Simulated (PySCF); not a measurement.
## C$_{4}$H$_{10}$F$_{3}$GeN: geometry relaxation (part 1 of 2)

- system: C$_{4}$H$_{10}$F$_{3}$GeN
- method: PBE0-D3(BJ)/def2-SVP geometry optimisation, gas phase (PySCF 2.14.0)

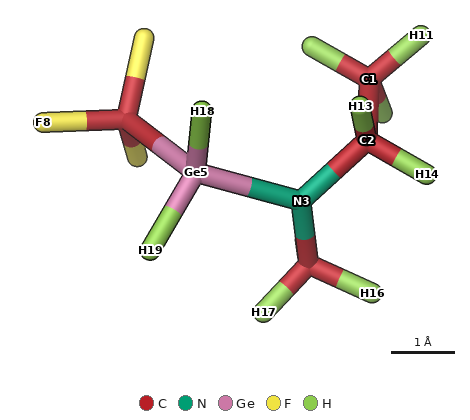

**Figure 1.** The input geometry (stick view, seen at a tilt; atoms are numbered from 1 in the order of the input). Sticks mark near contacts.

### Key numbers

- outcome: converged
- total energy: −2588.298754 hartree
- dipole moment: 2.09 D
- point group: C1
- hardware: 1 CPU thread, shared host
- wall time: 6 min
- peak memory: 0.89 GiB

### Input file
```
{"job": {"xc": "PBE0", "basis": "def2-SVP", "d3": "d3bj", "grid": 1, "shake": 0.01, "kind": "geom"}, "charge": 0, "multiplicity": 1}
C     -1.503170    -1.001110     1.008530
C     -1.149570     0.494880     1.111710
N     -0.288050     0.975120     0.051770
C     -0.865300     1.095100    -1.245990
Ge     1.508910     0.668200     0.125700
C      2.110320    -1.114320    -0.633540
F      1.907020    -2.153110     0.206090
F      3.440970    -1.129640    -0.931180
F      1.463810    -1.410640    -1.755880
H     -2.086160    -1.168010     0.102330
H     -2.147930    -1.266630     1.861590
H     -0.620790    -1.593240     1.006560
H     -0.656290     0.676220     2.055890
H     -2.067210     1.116840     1.113660
H     -1.146160     0.113840    -1.691090
H     -1.818020     1.688820    -1.142610
H     -0.217390     1.629440    -1.917840
H      1.926050     0.707300     1.578240
H      2.178260     1.678000    -0.745600
```

The first line tells a small driver script what to run in PySCF; the rest is the geometry in Å.

Launch command:
```bash
OMP_NUM_THREADS=1 python <driver script> task.json out
```

### The program's output
```
step   0  E = -2588.29270751  max force = 0.036056
step   1  E = -2588.29809597  max force = 0.003752
step   2  E = -2588.29843368  max force = 0.002244
step   3  E = -2588.29851710  max force = 0.001108
step   4  E = -2588.29855622  max force = 0.001318
step   5  E = -2588.29857120  max force = 0.001350
step   6  E = -2588.29863716  max force = 0.000921
step   7  E = -2588.29871332  max force = 0.000751
step   8  E = -2588.29873677  max force = 0.000700
step   9  E = -2588.29875225  max force = 0.000483
step  10  E = -2588.29875489  max force = 0.000584
step  11  E = -2588.29875179  max force = 0.000420
step  12  E = -2588.29874920  max force = 0.000358
step  13  E = -2588.29875077  max force = 0.000436
step  14  E = -2588.29875410  max force = 0.000448
optimisation converged
```

### Trajectory as extended XYZ (Å, eV, eV/Å), 15 frames, from step=0 to step=14
```
19
Properties=species:S:1:pos:R:3:forces:R:3 step=0 energy=-70431.03200
C    -1.5032   -1.0011    1.0085   -1.3254   1.6706   0.4141
C    -1.1496    0.4949    1.1117   -0.1813  -0.5478  -0.7625
N    -0.2880    0.9751    0.0518    0.7231  -0.0459   0.4429
C    -0.8653    1.0951   -1.2460   -1.8541  -0.2636   0.4483
Ge    1.5089    0.6682    0.1257   -0.2555  -0.5438   0.1720
C     2.1103   -1.1143   -0.6335    0.7251  -0.3811   0.3008
F     1.9070   -2.1531    0.2061   -0.0353   0.3123   0.0064
F     3.4410   -1.1296   -0.9312   -0.7106   0.2085   0.2270
F     1.4638   -1.4106   -1.7559   -0.2568   0.0536  -0.4216
H    -2.0862   -1.1680    0.1023   -0.0666  -0.2872  -0.3135
H    -2.1479   -1.2666    1.8616    0.1026  -0.2051  -0.0177
H    -0.6208   -1.5932    1.0066    1.0690  -0.8782  -0.0147
H    -0.6563    0.6762    2.0559    0.3401   0.1709   0.6950
H    -2.0672    1.1168    1.1137    0.0248  -0.1156  -0.0022
H    -1.1462    0.1138   -1.6911    0.0943   0.2450  -0.1665
H    -1.8180    1.6888   -1.1426    0.5080  -0.2922  -0.2879
H    -0.2174    1.6294   -1.9178    0.5513   0.3621  -0.6059
H     1.9261    0.7073    1.5782    0.1613  -0.0178   0.3808
H     2.1783    1.6780   -0.7456    0.3862   0.5554  -0.4945
19
Properties=species:S:1:pos:R:3:forces:R:3 step=1 energy=-70431.17862
C    -1.4685   -1.0036    0.9966    0.0826   0.0640  -0.0024
C    -1.1072    0.4753    1.0938    0.1155   0.0001   0.0996
N    -0.2468    0.9821    0.0418   -0.0348  -0.0112  -0.0377
C    -0.8605    1.0988   -1.2620   -0.0031   0.1343   0.0205
Ge    1.5527    0.7128    0.1375    0.0121   0.0318  -0.0979
C     2.0038   -1.1087   -0.5916   -0.0546   0.0552  -0.0549
F     1.7006   -2.0725    0.2953    0.0101  -0.0833  -0.0192
F     3.2952   -1.2598   -0.9072    0.0505   0.0154   0.0107
F     1.2903   -1.3600   -1.7060    0.0829   0.0141   0.1232
H    -2.0377   -1.2118    0.0795    0.0254  -0.0692  -0.0667
H    -2.1013   -1.3020    1.8449   -0.0024  -0.0352   0.0518
H    -0.5599   -1.6329    0.9967   -0.1929   0.0647  -0.0005
H    -0.6110    0.6669    2.0636   -0.0634  -0.0093  -0.0536
H    -2.0320    1.0842    1.0983    0.0162  -0.0095   0.0239
H    -1.1023    0.1310   -1.7392    0.0347  -0.0266  -0.0482
H    -1.8051    1.6685   -1.1807    0.0367   0.0143  -0.0048
H    -0.2002    1.6585   -1.9485   -0.0703  -0.0869   0.0462
H     1.9879    0.7461    1.6094    0.0014   0.0071  -0.0340
H     2.2692    1.7362   -0.7646   -0.0464  -0.0699   0.0440
19
Properties=species:S:1:pos:R:3:forces:R:3 step=2 energy=-70431.18781
C    -1.5294   -0.9916    1.0032   -0.0185   0.0635  -0.0210
C    -1.1091    0.4717    1.1007    0.0192   0.0318  -0.0194
N    -0.2484    0.9617    0.0393    0.0217  -0.1154   0.0055
C    -0.8705    1.0942   -1.2586   -0.0086   0.0355   0.0388
Ge    1.5550    0.6988    0.1235   -0.0534   0.0098  -0.0224
C     2.0690   -1.1102   -0.5954   -0.0662  -0.0626   0.0000
F     1.7985   -2.0910    0.2847   -0.0279   0.0035   0.0083
F     3.3683   -1.2117   -0.9019    0.0400   0.0549   0.0179
F     1.3755   -1.3876   -1.7132    0.0164   0.0251   0.0203
H    -2.1083   -1.1853    0.0870    0.0225  -0.0104  -0.0114
H    -2.1667   -1.2685    1.8574    0.0101   0.0006   0.0017
H    -0.6542   -1.6578    0.9984    0.0249  -0.0244  -0.0010
H    -0.6041    0.6464    2.0666    0.0042  -0.0178  -0.0177
H    -2.0147    1.1076    1.1161   -0.0062   0.0179   0.0272
H    -1.1225    0.1324   -1.7451    0.0054  -0.0040  -0.0076
H    -1.8055    1.6768   -1.1686    0.0056   0.0029  -0.0016
H    -0.2099    1.6465   -1.9456    0.0040  -0.0124  -0.0067
H     1.9956    0.7500    1.5911    0.0075   0.0055   0.0091
H     2.2487    1.7265   -0.7820   -0.0008  -0.0042  -0.0200
19
Properties=species:S:1:pos:R:3:forces:R:3 step=3 energy=-70431.19008
C    -1.5303   -0.9896    0.9907   -0.0489   0.0067   0.0078
C    -1.1037    0.4695    1.1006   -0.0375   0.0083  -0.0543
N    -0.2518    0.9576    0.0339    0.0379  -0.0478  -0.0167
C    -0.8774    1.1009   -1.2604   -0.0230   0.0055   0.0384
Ge    1.5487    0.6967    0.1153    0.0031   0.0338   0.0249
C     2.0714   -1.1171   -0.5756   -0.0570  -0.0108   0.0235
F     1.7970   -2.0902    0.3122    0.0067   0.0089  -0.0273
F     3.3759   -1.2072   -0.8668    0.0105  -0.0049   0.0210
F     1.3910   -1.4074   -1.6969    0.0176  -0.0113  -0.0090
H    -2.1136   -1.1752    0.0751    0.0101   0.0095   0.0064
H    -2.1611   -1.2743    1.8475   -0.0004  -0.0024  -0.0123
H    -0.6584   -1.6596    0.9729    0.0399  -0.0173   0.0074
H    -0.5874    0.6309    2.0618    0.0219  -0.0098   0.0041
H    -2.0050    1.1113    1.1337   -0.0035   0.0090   0.0155
H    -1.1350    0.1431   -1.7527   -0.0077   0.0017   0.0064
H    -1.8079    1.6895   -1.1650   -0.0049  -0.0008  -0.0046
H    -0.2155    1.6508   -1.9470    0.0187   0.0093  -0.0130
H     1.9901    0.7661    1.5821    0.0126   0.0099   0.0094
H     2.2404    1.7131   -0.8035    0.0039   0.0022  -0.0274
19
Properties=species:S:1:pos:R:3:forces:R:3 step=4 energy=-70431.19115
C    -1.5376   -0.9854    0.9640   -0.0220  -0.0513   0.0145
C    -1.0964    0.4669    1.0940   -0.0105  -0.0245   0.0266
N    -0.2477    0.9551    0.0269   -0.0678   0.0044  -0.0345
C    -0.8926    1.1103   -1.2552    0.0513   0.0174  -0.0436
Ge    1.5511    0.6987    0.1025    0.0306   0.0337   0.0456
C     2.0785   -1.1295   -0.5404   -0.0094   0.0006   0.0208
F     1.7946   -2.0874    0.3603   -0.0007   0.0138  -0.0170
F     3.3899   -1.2155   -0.8048    0.0084  -0.0282   0.0135
F     1.4211   -1.4455   -1.6672    0.0020  -0.0146  -0.0331
H    -2.1220   -1.1534    0.0461   -0.0088   0.0137   0.0152
H    -2.1666   -1.2812    1.8183   -0.0112   0.0076  -0.0156
H    -0.6700   -1.6622    0.9329    0.0157   0.0071   0.0124
H    -0.5667    0.6045    2.0512    0.0189  -0.0037   0.0263
H    -1.9891    1.1201    1.1503    0.0101  -0.0015  -0.0071
H    -1.1647    0.1569   -1.7489   -0.0117   0.0057   0.0151
H    -1.8165    1.7061   -1.1436   -0.0046  -0.0017   0.0002
H    -0.2361    1.6565   -1.9500    0.0098   0.0143  -0.0157
H     1.9985    0.8028    1.5668    0.0101   0.0119  -0.0080
H     2.2396    1.6911   -0.8454   -0.0102  -0.0047  -0.0156
19
Properties=species:S:1:pos:R:3:forces:R:3 step=5 energy=-70431.19156
C    -1.5469   -0.9881    0.9512    0.0444  -0.0694  -0.0084
C    -1.0885    0.4586    1.0883   -0.0524  -0.0176  -0.0066
N    -0.2535    0.9486    0.0107    0.0228   0.0292   0.0078
C    -0.8962    1.1312   -1.2682   -0.0095  -0.0119  -0.0104
Ge    1.5448    0.7004    0.0880    0.0517   0.0139   0.0363
C     2.0790   -1.1447   -0.5005    0.0532   0.0094   0.0056
F     1.7722   -2.0848    0.4100   -0.0241   0.0084   0.0106
F     3.3995   -1.2322   -0.7212   -0.0008  -0.0302   0.0006
F     1.4584   -1.4877   -1.6397   -0.0064  -0.0007  -0.0382
H    -2.1411   -1.1424    0.0376   -0.0218   0.0127   0.0032
H    -2.1683   -1.2890    1.8088   -0.0175   0.0213  -0.0034
H    -0.6833   -1.6712    0.9045   -0.0269   0.0288   0.0108
H    -0.5361    0.5746    2.0361    0.0089   0.0160   0.0076
H    -1.9712    1.1224    1.1743    0.0057  -0.0111  -0.0189
H    -1.1813    0.1883   -1.7745   -0.0141  -0.0008   0.0109
H    -1.8127    1.7367   -1.1480   -0.0073   0.0018  -0.0042
H    -0.2329    1.6780   -1.9572   -0.0019   0.0038   0.0173
H     1.9943    0.8459    1.5490    0.0150   0.0063  -0.0206
H     2.2311    1.6644   -0.8915   -0.0191  -0.0099   0.0000
19
Properties=species:S:1:pos:R:3:forces:R:3 step=6 energy=-70431.19335
C    -1.5560   -0.9854    0.9476    0.0425  -0.0326  -0.0097
C    -1.0876    0.4586    1.0851   -0.0087  -0.0049   0.0099
N    -0.2477    0.9466    0.0093    0.0020   0.0030   0.0212
C    -0.8949    1.1317   -1.2670    0.0089  -0.0014  -0.0168
Ge    1.5523    0.6997    0.0858    0.0064  -0.0070   0.0069
C     2.0835   -1.1500   -0.4937    0.0474   0.0343   0.0004
F     1.7597   -2.0838    0.4173   -0.0126  -0.0013  -0.0036
F     3.4060   -1.2469   -0.7002   -0.0288  -0.0336   0.0069
F     1.4726   -1.4924   -1.6388    0.0069  -0.0008  -0.0130
H    -2.1482   -1.1352    0.0319   -0.0122   0.0061   0.0020
H    -2.1854   -1.2772    1.8023   -0.0128   0.0136   0.0017
H    -0.6976   -1.6746    0.9077   -0.0228   0.0169   0.0043
H    -0.5364    0.5721    2.0345   -0.0015   0.0091  -0.0029
H    -1.9664    1.1274    1.1679   -0.0013  -0.0052  -0.0100
H    -1.1873    0.1898   -1.7707   -0.0046  -0.0004   0.0038
H    -1.8090    1.7405   -1.1428   -0.0010   0.0027  -0.0007
H    -0.2324    1.6765   -1.9584   -0.0043  -0.0033   0.0106
H     2.0074    0.8557    1.5433    0.0122   0.0042  -0.0096
H     2.2346    1.6559   -0.9034   -0.0158   0.0004  -0.0015
19
Properties=species:S:1:pos:R:3:forces:R:3 step=7 energy=-70431.19542
C    -1.5713   -0.9766    0.9481    0.0030   0.0291   0.0055
C    -1.0858    0.4625    1.0814    0.0319   0.0177   0.0079
N    -0.2374    0.9415    0.0072   -0.0097  -0.0230   0.0321
C    -0.8857    1.1313   -1.2679    0.0062   0.0038  -0.0051
Ge    1.5638    0.6949    0.0825   -0.0332  -0.0220  -0.0293
C     2.0860   -1.1613   -0.4861    0.0386   0.0048  -0.0201
F     1.7193   -2.0879    0.4156   -0.0158  -0.0116   0.0112
F     3.4108   -1.2867   -0.6568   -0.0233   0.0052   0.0094
F     1.5011   -1.4941   -1.6481   -0.0007   0.0156   0.0019
H    -2.1591   -1.1220    0.0288    0.0057  -0.0055  -0.0012
H    -2.2164   -1.2470    1.7982   -0.0002  -0.0075   0.0045
H    -0.7238   -1.6781    0.9242   -0.0029  -0.0081  -0.0056
H    -0.5378    0.5759    2.0331   -0.0104  -0.0011  -0.0095
H    -1.9587    1.1397    1.1551   -0.0062   0.0025   0.0061
H    -1.1917    0.1914   -1.7672    0.0084   0.0002  -0.0067
H    -1.7933    1.7500   -1.1425    0.0075   0.0020   0.0021
H    -0.2193    1.6682   -1.9612   -0.0018  -0.0084  -0.0054
H     2.0290    0.8663    1.5343    0.0072  -0.0033   0.0043
H     2.2376    1.6409   -0.9210   -0.0043   0.0097  -0.0020
```
